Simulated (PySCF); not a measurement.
B(H)3(CO), CH3BO, singlet, PBE0/def2-SVP optimised geometry. Atoms within 1.6 Å of the plane z = 0.6 Å (x, y, z in Å): B1 (-0.36, -0.18, 0.00), H2 (0.86, -0.18, 0.00), H3 (-0.86, -0.94, -0.82), H4 (-0.86, 0.94, 0.00), C6 (-0.75, -0.77, 1.35).

Calculation: PBE0/def2-TZVP (PySCF 2.14.0).

Map of the Laplacian of the electron density (e/bohr⁵) on the plane z = 0.6 Å:

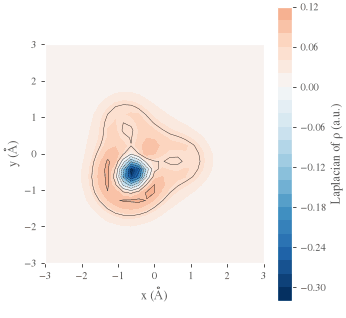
*Laplacian of the electron density (e/bohr⁵) on the plane z = 0.6 Å.*
